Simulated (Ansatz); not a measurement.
# Frequency calculation, with input and output: GaNH$_{5}$SClO

The run: frequency calculation of GaNH$_{5}$SClO. Method and program: RKS PBE0/def2-SVP (Ansatz 0.2.0).

It belongs to a series of runs on one base structure; here: vibrations at the highest image of the band. Figures and captions count atoms from 1; the log counts them from 0 in places.

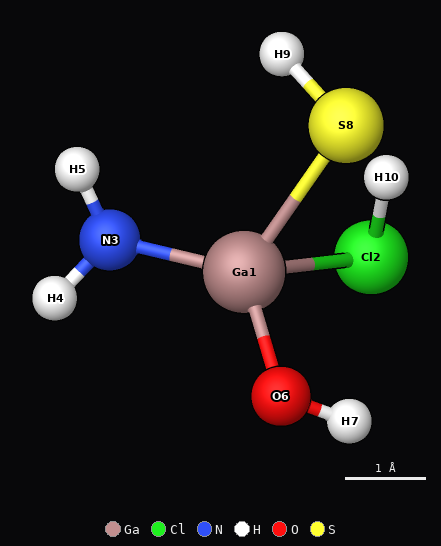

*The structure as given in the input (ball-and-stick view, seen on its broad side; atoms are numbered from 1 in the order of the input). Sticks mark near contacts.*

**Input**
```yaml
crystal:
  periodic: [false, false, false]
  atoms:
    - { symbol: Ga, position_ang: [0.087187, 0.381736, -0.088795] }
    - { symbol: Cl, position_ang: [-0.254553, -0.427953, 2.279146] }
    - { symbol: "N", position_ang: [1.770398, 0.0687, -0.681565] }
    - { symbol: H, position_ang: [1.905062, -0.600178, -1.431495] }
    - { symbol: H, position_ang: [2.453189, 0.814693, -0.733705] }
    - { symbol: O, position_ang: [-1.363652, -0.265507, -0.895414] }
    - { symbol: H, position_ang: [-2.066529, -0.524658, -0.291291] }
    - { symbol: S, position_ang: [-0.185657, 2.433783, 1.036734] }
    - { symbol: H, position_ang: [1.135843, 2.582761, 1.282773] }
    - { symbol: H, position_ang: [-0.306986, 1.065423, 2.091113] }
basis:
  gaussian: { orbitals: def2-SVP }
hamiltonian:
  xc: pbe0
phonons: {}
```

Machine: 4 threads of Intel Xeon (Sapphire Rapids), 16 GiB of memory available, shared host.

Launch command:
```bash
ansatz run input.yaml --threads 4 --pin off --max-ram 5120MiB --backend cpu --events-out ev --progress --plain --runs-dir out
```

**The program's output**
```
Engine: ansatz 0.2.0, x86_64-unknown-linux-gnu
Functional definition: PBE0
  parameter a = 0.25
  parameter kappa = 0.804
  parameter beta = 0.06672455060314922
  exchange = (1 - a)*pbe_x(kappa = kappa, mu = beta*pi^2/3) + a*exact_x
  correlation = pbe_c(beta = beta)
1249 factors; integrals over basis functions are off by at most 3.9e-4 eV
mean field evaluation 1: about -79311.4311 eV, gradient 7.4e1 eV
mean field evaluation 2: about -79287.5169 eV, gradient 1.3e2 eV
mean field evaluation 4: about -79321.4757 eV, gradient 7.6e0 eV
mean field evaluation 8: about -79321.6055 eV, gradient 2.3e-1 eV
mean field evaluation 16: about -79321.6056 eV, gradient 1.6e-5 eV
mean field -79321.60564375 eV, -2915.0152412923 hartree, gradient 1.6e-5 eV, S^2 0.000000; 0 other end points of the search recorded, 0 dependent functions left out
the calculation of the forces begins
reference -79321.60567260 eV, -2915.0152423525 hartree; 42, 42 occupied and 79, 79 virtual orbitals, 1249 factors
these checks for a lower state are left out or cut short: stability, starts, cluster_reference, orbital_swaps, neighbouring_geometries, increment
1249 factors; integrals over basis functions are off by at most 3.9e-4 eV
mean field -79321.60552168 eV, -2915.0152368065 hartree, gradient 1.3e-6 eV, S^2 0.000000; 0 other end points of the search recorded, 0 dependent functions left out
[... from here on the field's lines of each further geometry are left out, up to the last ...]
the calculation of the forces begins
reference -79321.60565958 eV, -2915.0152418742 hartree; 42, 42 occupied and 79, 79 virtual orbitals, 1249 factors
these checks for a lower state are left out or cut short: stability, starts, cluster_reference, orbital_swaps, neighbouring_geometries, increment
1249 factors; integrals over basis functions are off by at most 3.9e-4 eV
mean field -79321.60563620 eV, -2915.0152410150 hartree, gradient 1.1e-6 eV, S^2 0.000000; 0 other end points of the search recorded, 0 dependent functions left out
the calculation of the forces begins
reference -79321.60566505 eV, -2915.0152420752 hartree; 42, 42 occupied and 79, 79 virtual orbitals, 1249 factors
WARN: phonons: modes at or below zero, which the zero-point energy, F, S and C_V leave out: 1, the lowest at -381.19 cm⁻¹. A minimum has none, and a first-order saddle one
Total energy: -79321.60567260 eV, -2915.0152423525 hartree
Atom 0 at     0.087187     0.381736    -0.088795 Å, force     0.001937    -0.001308    -0.001169 eV/Å
Atom 1 at    -0.254553    -0.427953     2.279146 Å, force     0.000236    -0.002212     0.000986 eV/Å
Atom 2 at     1.770398     0.068700    -0.681565 Å, force    -0.003363     0.002602     0.000348 eV/Å
Atom 3 at     1.905062    -0.600178    -1.431495 Å, force     0.000158     0.000090     0.000632 eV/Å
Atom 4 at     2.453189     0.814693    -0.733705 Å, force     0.001490    -0.001382    -0.000282 eV/Å
Atom 5 at    -1.363652    -0.265507    -0.895414 Å, force    -0.000356     0.000262    -0.001818 eV/Å
Atom 6 at    -2.066529    -0.524658    -0.291291 Å, force     0.000312    -0.000238     0.001500 eV/Å
Atom 7 at    -0.185657     2.433783     1.036734 Å, force     0.000044    -0.000643     0.000683 eV/Å
Atom 8 at     1.135843     2.582761     1.282773 Å, force     0.000054    -0.000042     0.000219 eV/Å
Atom 9 at    -0.306986     1.065423     2.091113 Å, force    -0.000511     0.002870    -0.001098 eV/Å
Dipole moment:     0.310729     0.249770     0.038520 e Å
Vibrations: -381.19 97.47 107.41 137.27 167.71 174.68 225.93 251.25 261.86 328.92 355.70 570.91 611.42 683.01 739.12 781.48 815.79 950.38 1166.03 1522.73 2710.20 3614.98 3723.68 3922.23 cm⁻¹, zero-point energy 1.482862 eV
```

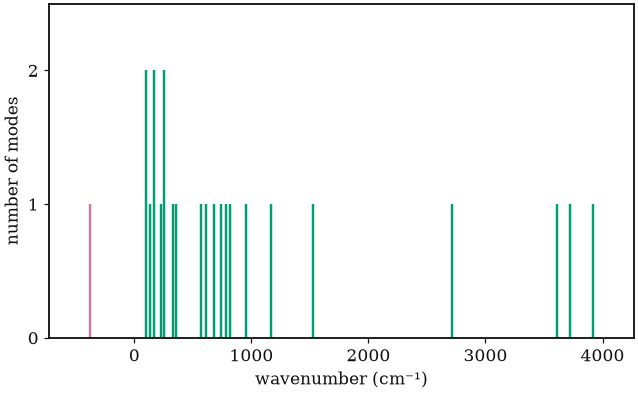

*Harmonic vibrational wavenumbers from the force constants; neighbouring modes closer than 20 cm⁻¹ are counted in one stick, and imaginary ones are drawn at negative wavenumbers.*

24 modes from 381i to 3922 cm⁻¹, 1 imaginary beyond 8i (381i cm⁻¹): a first-order saddle point, if the geometry is stationary.

**Key numbers**

```json
{"quantity": "outcome", "value": "converged"}
{"quantity": "total energy", "value": "−79321.6057 eV"}
{"quantity": "mean-field energy", "value": "−79321.6057 eV"}
{"quantity": "largest force (length of the vector)", "value": "0.004 eV/Å"}
{"quantity": "wall time", "value": "64 s (CPU time 3.8 min)"}
{"quantity": "peak memory", "value": "0.35 GiB"}
```
